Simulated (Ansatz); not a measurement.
# B3LYP/6-31G(d) (spherical functions) run of C2H8GaN (SMILES [CH3][Ga]([CH3])[NH2])

Aim: the vertical ionisation energy of C2H8GaN at B3LYP/6-31G* (spherical functions), from 2 runs. 

The calculation is run with Ansatz 0.2.0.

41 further runs of the same task are left out: 41 set aside as unsound or not needed.

**1. Starting point**

C2H8GaN: 12 atoms, total charge 0, spin state singlet. As SMILES, `[CH3][Ga]([CH3])[NH2]`. The coordinates come from a PBE0-D4/def2-TZVP relaxation.

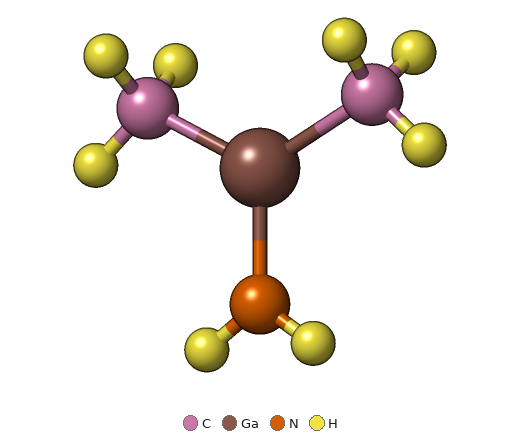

Viewed from a chosen angle; carbon pink, gallium brown, nitrogen orange, hydrogen yellow.

**2. A single-point energy at B3LYP/6-31G(d) (spherical functions)**

run.yaml

```yaml
crystal:
  periodic: [false, false, false]
  atoms:
    - {symbol: C, position_ang: [-0.496600, 1.795100, -0.383100]}
    - {symbol: Ga, position_ang: [-0.078800, -0.097900, -0.052000]}
    - {symbol: C, position_ang: [1.442300, -0.783000, 0.989400]}
    - {symbol: "N", position_ang: [-1.206800, -1.333200, -0.779100]}
    - {symbol: H, position_ang: [-1.389900, 1.910300, -0.999000]}
    - {symbol: H, position_ang: [-0.659300, 2.323300, 0.559900]}
    - {symbol: H, position_ang: [0.336100, 2.290100, -0.889200]}
    - {symbol: H, position_ang: [1.414300, -0.397200, 2.011600]}
    - {symbol: H, position_ang: [1.443400, -1.873300, 1.034100]}
    - {symbol: H, position_ang: [2.387700, -0.456700, 0.548400]}
    - {symbol: H, position_ang: [-2.017200, -1.104900, -1.329400]}
    - {symbol: H, position_ang: [-1.098200, -2.328000, -0.677500]}
basis:
  gaussian: {orbitals: 6-31G_st_-spherical.json}
hamiltonian: {xc: {name: B3LYP}}
output: {orbitals: {seedname: orbitals}}
accuracy: high
```

The basis set 6-31G* is read from a file made from the Basis Set Exchange's data (not shown).

Command:

```sh
$ ansatz run run.yaml --threads 1 --pin off --max-ram 3480MiB --events-out events.jsonl --progress --plain --runs-dir runs
```

Standard output:

```text
Warning: RAYON_NUM_THREADS=1 ignored (pool sized by the plan → 1); use --threads N
Functional definition: B3LYP
  name "B3LYP"
  parameter a0 = 0.2
  parameter ax = 0.72
  parameter ac = 0.81
  exchange = (1 - a0 - ax)*slater_x + ax*b88_x + a0*exact_x
  correlation = (1 - ac)*vwn_rpa_c + ac*lyp_c
2143 factors; integrals over basis functions are off by at most 4.3e-9 eV
mean field evaluation 1: about -56051.8008 eV, gradient 8.4e1 eV
mean field evaluation 2: about -56028.7834 eV, gradient 1.2e2 eV
mean field evaluation 4: about -56066.7684 eV, gradient 5.6e0 eV
mean field evaluation 8: about -56067.0250 eV, gradient 9.0e-1 eV
mean field evaluation 16: about -56067.0270 eV, gradient 5.0e-5 eV
mean field -56067.02700940 eV, -2060.4252389995 hartree, gradient 1.5e-8 eV, S^2 0.000000; 0 other end points of the search recorded, 0 dependent functions left out
reference -56067.02705604 eV, -2060.4252407137 hartree; 29, 29 occupied and 61, 61 virtual orbitals, 2143 factors
Total energy: -56067.02705604 eV, -2060.4252407137 hartree
```

Wall time 11 s (1 thread of Arm Neoverse V1, shared host); peak memory 0.36 GiB.

**3. The doublet cation at the same level**

job.yaml

```yaml
basis:
  gaussian: {orbitals: 6-31G_st_-spherical.json}
crystal:
  periodic: [false, false, false]
  atoms:
    - {symbol: C, position_ang: [-0.496600, 1.795100, -0.383100]}
    - {symbol: Ga, position_ang: [-0.078800, -0.097900, -0.052000]}
    - {symbol: C, position_ang: [1.442300, -0.783000, 0.989400]}
    - {symbol: N, position_ang: [-1.206800, -1.333200, -0.779100]}
    - {symbol: H, position_ang: [-1.389900, 1.910300, -0.999000]}
    - {symbol: H, position_ang: [-0.659300, 2.323300, 0.559900]}
    - {symbol: H, position_ang: [0.336100, 2.290100, -0.889200]}
    - {symbol: H, position_ang: [1.414300, -0.397200, 2.011600]}
    - {symbol: H, position_ang: [1.443400, -1.873300, 1.034100]}
    - {symbol: H, position_ang: [2.387700, -0.456700, 0.548400]}
    - {symbol: H, position_ang: [-2.017200, -1.104900, -1.329400]}
    - {symbol: H, position_ang: [-1.098200, -2.328000, -0.677500]}
output: {orbitals: {seedname: orbitals}}
accuracy: high
hamiltonian: {xc: {name: B3LYP}}
magnetization: {spin_polarized: true, initial_magnetization: 1}
total_charge: 1
```

The basis set 6-31G* is read from a file made from the Basis Set Exchange's data (not shown).

Command:

```sh
$ ansatz run job.yaml --threads 1 --pin off --max-ram 3480MiB --events-out events.jsonl --progress --plain --runs-dir runs
```

Standard output:

```text
Warning: RAYON_NUM_THREADS=1 ignored (pool sized by the plan → 1); use --threads N
[... 7 set-up lines as earlier in the session ...]
2143 factors; integrals over basis functions are off by at most 4.3e-9 eV
mean field evaluation 1: about -56037.6385 eV, gradient 6.8e1 eV
mean field evaluation 2: about -56000.6987 eV, gradient 9.7e1 eV
mean field evaluation 4: about -56055.1296 eV, gradient 2.2e1 eV
mean field evaluation 8: about -56057.7928 eV, gradient 9.4e-1 eV
mean field evaluation 16: about -56058.0314 eV, gradient 6.6e-2 eV
mean field evaluation 32: about -56058.0314 eV, gradient 1.8e-7 eV
mean field -56058.03143416 eV, -2060.0946577070 hartree, gradient 8.0e-8 eV, S^2 0.760251; 3 other end points of the search recorded, 0 dependent functions left out
reference -56058.03147914 eV, -2060.0946593598 hartree; 29, 28 occupied and 61, 62 virtual orbitals, 2143 factors
Total energy: -56058.03147914 eV, -2060.0946593598 hartree
```

Wall time 38 s (1 thread of Arm Neoverse V1, shared host); peak memory 0.53 GiB.

**4. Results**

Level: B3LYP/6-31G* (spherical functions).

```
                                          quantity           value
                     singlet C2H8GaN: total energy  -2060.42524 Eh
                      singlet C2H8GaN: HOMO energy        -6.44 eV
                      singlet C2H8GaN: LUMO energy         0.13 eV
                    singlet C2H8GaN: HOMO–LUMO gap         6.57 eV
                      doublet cation: total energy  -2060.09466 Eh
doublet cation: HOMO energy (highest over α and β)       -12.46 eV
 doublet cation: LUMO energy (lowest over α and β)       -11.37 eV
                              doublet cation: ⟨S²⟩           0.760
vertical ionisation energy (to the doublet cation)        8.996 eV
```

What this shows: The vertical ionisation energy comes to 9.00 eV (207 kcal/mol). The negative HOMO energy of the first species, 6.44 eV, lies 2.56 eV below that difference.
